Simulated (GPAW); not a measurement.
# A GW chain in GPAW: CsH (honeycomb monolayer), part 2 of 2

How does a plane-wave GW calculation on CsH (honeycomb monolayer) run from the first input to the gap?

GPAW 26.7.0; LDA and many-body steps on it, plane waves. Known limits of the many-body steps: not at the basis limit; no spin-orbit coupling.

So far. Step 3 (Ground state): The gap is indirect, with the least direct gap 0.79 eV higher. Step 4 (Empty states on the mesh, 6×6×1 mesh, 396 bands): On this mesh the gap is 2.450 eV.

## Step 5: Screening and self-energy, 6×6×1 mesh, 179 bands, screening to 48 eV

Now the one-shot GW correction: screening in the RPA, then the self-energy of the levels asked for.

This step: G0W0 on LDA, plane waves, PAW.

run.py reads:

```python
import json
import numpy as np
from gpaw.mpi import world
from gpaw.response.g0w0 import G0W0

gw = G0W0('full.gpw',
    filename='gw',
    kpts=[0, 2, 4],
    bands=(3, 7),
    ecut=48,
    nbands=179,
    truncation='2D',
    integrate_gamma='sphere',
    q0_correction=True,
    frequencies={'type': 'nonlinear', 'domega0': 0.15, 'omega2': 15.0},
    eta=0.1,
    nblocksmax=True)
gw.calculate()
res = {mode: {k: v for k, v in r.items() if k != 'sigma_eskwn'}
       for mode, r in gw.all_results.items()}

if world.rank == 0:
    with open('result.json', 'w') as f:
        json.dump(res, f, default=lambda x: x.tolist())
```

Started as:

```console
$ mpirun -n 4 gpaw python run.py
```

Numbers of over 12 decimals in the logs are rounded to 6 here.

What it wrote:

```text
Using integrator: PointIntegrator
NonLinearFrequencyDescriptor(from 0.000 to 69.859 eV, 160 points)
Nonperiodic BCs:  [False False  True]
Using integrator: PointIntegrator
NonLinearFrequencyDescriptor(from 0.000 to 69.859 eV, 160 points)
Nonperiodic BCs:  [False False  True]
Applying analytical 2D correction to W:
    Evaluating Gamma point contribution to W on a 15x15x1 grid
  ___  _ _ _
 |   || | | |
 | | || | | |
 |__ ||_____|
 |___|

BZ k-points: Symmetries present (total): 6

  [... matrices ...]
36 k-points: 6 x 6 x 1 Monkhorst-Pack grid + [1/12,1/12,0.000000]
7 k-points in the irreducible part of the Brillouin zone
       k-points in crystal coordinates                weights
   0:     0.00000000    0.00000000    0.00000000          1/36
   1:     0.16666667    0.00000000    0.00000000          6/36
   2:     0.33333333   -0.16666667    0.00000000          6/36
   3:     0.33333333    0.00000000    0.00000000          6/36
   4:     0.33333333    0.33333333    0.00000000          2/36
   5:     0.50000000    0.33333333    0.00000000         12/36
   6:     0.50000000    0.50000000    0.00000000          3/36

Distributing spins, k-points and bands (1 x 3 x 4) over 1 process
Number of blocks: 4

Quasi particle states:
k-points (IBZ indices): [0, 2, 4]
Band range: (3, 7)
  [... matrices ...]
Computational parameters:
Plane wave cut-off: 48 eV
Number of bands: 179
Coulomb cutoff: 2D
Broadening: 0.1 eV

fxc modes: GW
Kernel: RPA
Using full-frequency real axis integration
Summing all q:

Calculating screened Coulomb potential
2D Coulomb truncation
NonLinearFrequencyDescriptor(from 0.000 to 69.859 eV, 160 points)
Removing empty qpoint cache files...

Calculating chi0 body with:
    Ground state adapter containing:
    Number of spins: 1
    Number of kpoints: 36
    Number of irreducible kpoints: 7
    Number of completely occupied states: 5
    Number of partially occupied states: 5
    Occupied states memory: 4.18701171875 M / cpu

    Linear response parametrization:
    q_c: [1.3877787807814457e-17, 1.3877787807814457e-17, 0.0]
    Number of frequency points: 160
    Planewave cutoff: 48.0
    Number of bands: 179
    Number of planewaves: 175
    Broadening (eta): 0.1
    comm.size: 4
    kncomm.size: 1
    blockcomm.size: 4

    Memory estimate of potentially large arrays:
        chi0_wGG: 18.692017 M / cpu
Integrating chi0 body.

Symmetries of q_c:
    Direct symmetries (Uq -> q): 6
    Indirect symmetries (TUq -> q): 6
In total 12 allowed symmetries.

  [... matrices ...]
7 groups of equivalent kpoints. 80.555556% reduction.

Integral kind: spectral function
Integrating chi0 head and wings.

Symmetries of q_c:
    Direct symmetries (Uq -> q): 6
    Indirect symmetries (TUq -> q): 6
In total 12 allowed symmetries.

  [... matrices ...]
7 groups of equivalent kpoints. 80.555556% reduction.

Integral kind: spectral function wings

Calculating chi0 body with:
    Ground state adapter containing:
    Number of spins: 1
    Number of kpoints: 36
    Number of irreducible kpoints: 7
    Number of completely occupied states: 5
    Number of partially occupied states: 5
[... the further q-points ...]

Results:
f:      Occupation numbers
eps:     KS-eigenvalues [eV]
vxc:     KS vxc [eV]
exx:     Exact exchange [eV]
sigma:   Self-energies [eV]
dsigma:  Self-energy derivatives
Z:       Renormalization factors
qp:      QP-energies [eV]

k-point 0 (0): (0.000, 0.000, 0.000)                GW
band       f     eps     vxc     exx   sigma  dsigma       Z      qp
                                                                   GW
   3   1.000  -9.803 -17.138 -21.431   1.707  -0.249   0.800 -11.872
   4   1.000  -2.811  -8.945 -12.443   1.327  -0.395   0.717  -4.367
   5   0.000   0.710  -3.104  -1.261  -0.931  -0.110   0.901   1.532
   6   0.000   1.217  -3.238  -1.161  -1.084  -0.109   0.901   2.113

k-point 1 (2): (0.333, -0.167, 0.000)                GW
band       f     eps     vxc     exx   sigma  dsigma       Z      qp
                                                                   GW
   3   1.000  -9.868 -16.987 -21.303   1.718  -0.227   0.815 -11.985
   4   1.000  -2.190  -9.869 -13.250   1.249  -0.373   0.728  -3.743
   5   0.000   1.048  -4.364  -1.829  -1.309  -0.142   0.875   2.121
   6   0.000   1.443  -4.193  -1.550  -1.346  -0.139   0.878   2.583

k-point 2 (4): (0.333, 0.333, 0.000)                GW
band       f     eps     vxc     exx   sigma  dsigma       Z      qp
                                                                   GW
   3   1.000 -10.016 -16.626 -20.983   1.721  -0.236   0.809 -12.149
   4   1.000  -1.740 -10.529 -13.842   1.216  -0.332   0.751  -3.313
   5   0.000   2.054  -6.054  -2.556  -1.888  -0.189   0.841   3.408
   6   0.000   2.065  -5.779  -2.286  -1.709  -0.170   0.855   3.590
```

The job ended after 1.8 min (4 MPI ranks of Arm Neoverse V1, shared host; peak memory 2 GiB; 7.4 min of CPU time).

Numbers from this step:

```
G0W0 gap on the points computed              : 4.845 eV
least direct G0W0 gap on the computed points : 5.864 eV
Z at the valence top                         : 0.7506
Z at the conduction bottom                   : 0.9012
starting gap on the mesh                     : 2.450 eV
k of the valence top                         : 0.3333, 0.3333, 0
k of the conduction bottom                   : 0, 0, 0
```

The gap on the mesh goes from 2.45 eV to 4.85 eV, a correction of +2.40 eV.

Limits: finite bands, cutoff and mesh; no spin-orbit coupling. v1 is the top filled band, c1 the lowest empty one. Levels before and after the correction, in eV, zero at the valence-band top of each column:

```tsv
	conduction bottom	valence top
Kohn-Sham	2.45	0.00
G0W0	4.85	0.00
```

```tsv
	level	energy (eV)
Kohn-Sham	Γ v2	-8.063
Kohn-Sham	Γ v1	-1.071
Kohn-Sham	Γ c1	2.450
Kohn-Sham	Γ c2	2.956
Kohn-Sham	(0.333 0.333 0) v2	-8.277
Kohn-Sham	(0.333 0.333 0) v1	0.000
Kohn-Sham	(0.333 0.333 0) c1	3.794
Kohn-Sham	(0.333 0.333 0) c2	3.805
G0W0	Γ v2	-8.559
G0W0	Γ v1	-1.054
G0W0	Γ c1	4.845
G0W0	Γ c2	5.426
G0W0	(0.333 0.333 0) v2	-8.836
G0W0	(0.333 0.333 0) v1	0.000
G0W0	(0.333 0.333 0) c1	6.721
G0W0	(0.333 0.333 0) c2	6.904
```

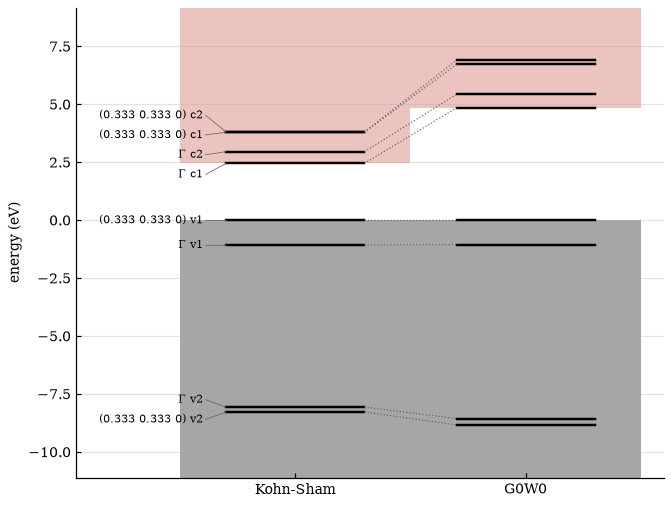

Levels before and after the correction. Shaded: valence and conduction bands.

## Step 6: Where the time went

Times are wall times on 4 MPI ranks of Arm Neoverse V1, shared host, good to a factor of about two.

```tsv
step	time	share	memory (GiB)
relaxation	42 s	7 %	1.2
ground state	8.8 s	1 %	0.87
empty states on the mesh	7.6 min	74 %	2
screening and self-energy	1.8 min	18 %	2.0
```

## Step 7: What came out

| Quantity | Value |
| --- | --- |
| LDA gap | 2.45 eV, indirect |
| G0W0 gap on the mesh | 4.85 eV |
| GW settings | 6×6×1 mesh, 179 bands, screening to 48 eV, full frequency, Hilbert transform |
| known limits | not at the basis limit; no spin-orbit coupling |

What this shows: G0W0 moves the gap on the mesh from 2.45 eV to 4.85 eV (+2.40 eV), with Z of 0.75 and 0.90 at the edges. Only 3 of the mesh's irreducible points were corrected, so a valley elsewhere could overtake. The dearest step here is «empty states on the mesh». Bands and cutoff are finite, so the gap is not at the basis limit. The miss can reach some tenths of an eV and take either sign; the mesh is an error of its own. These stock PAW sets were not made for GW. In the G0W0 run levels were corrected at 3 k points alone, so a gap called «on the mesh» is the least over those, and an edge elsewhere would be missed. The many-body steps are scalar-relativistic: spin-orbit coupling is not in them.

[Paths, hosts, dates, memory and timing lines, banners, echoed tables and standing remarks are left out of the program output.]

[Logs are printed without paths, hosts, clocks, repeated set-up lines and the standing remarks that a program may print on its own settings, such as how far it seeks lower states.]

[Runs of the session that timed out or met a known fault of the program may be left out.]

[Hosts, paths, dates, database ids (printed as entryN), source tags and the programs' standing remarks are cut or masked in the printed files.]
